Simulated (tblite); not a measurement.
# C5H10BrFSi2: the cost of one run

The runs use tblite 0.8.0 and PySCF 2.14.0, with density-fitted response routines of our own; the level of theory stands in each step. All values are computed, except where a source is named. Atoms count from 0, in the outputs and in this text.

### Step 1. The molecule as given

19 atoms, charge 0, multiplicity 1; geometry from: force field or distance geometry start.

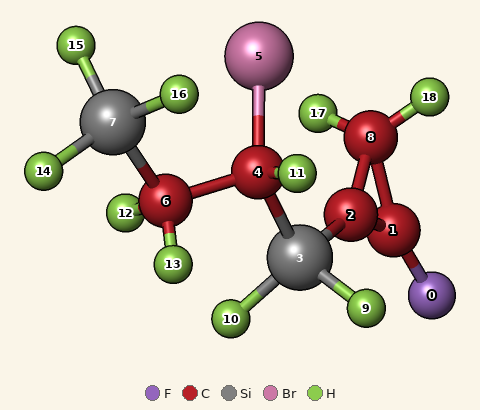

As it starts; fluorine purple, carbon red, silicon grey, bromine pink, hydrogen green, atoms numbered.

### Step 2. Optimising the geometry with GFN2-xTB

What the job is given:

```
{"job": {"kind": "relax", "xc": "GFN2-xTB", "basis": "xTB"}, "charge": 0, "multiplicity": 1}
F      4.768900    -0.810600    -0.387400
C      3.637300    -0.016500    -0.330500
C      2.337400    -0.033000    -0.125100
Si     0.809900    -1.008200     0.205400
C     -0.703100     0.018100     0.474700
Br    -0.470700     1.881300     0.092300
C     -1.794800    -0.604700    -0.399400
Si    -3.390600     0.306500    -0.265100
C      2.955200     1.297800    -0.381700
H      1.022400    -1.804100     1.430700
H      0.656900    -1.948300    -0.918700
H     -1.036300    -0.106000     1.521100
H     -1.463100    -0.688900    -1.438000
H     -1.928700    -1.634600    -0.023400
H     -4.467900    -0.650300    -0.651400
H     -3.452300     1.521400    -1.078200
H     -3.599600     0.645500     1.165100
H      2.881600     1.697100    -1.404600
H      3.227800     1.946700     0.481700
```

The run is started by

```sh
$ OMP_NUM_THREADS=1 python probes_run.py task.json out
```

The driver reads the jobs from task.json and runs them one after another.

Q: Estimate the wall time and peak memory of this first job on 1 thread of Intel Xeon Platinum 8488C, shared host.

About 2.2 s, with a peak of 0.18 GiB.
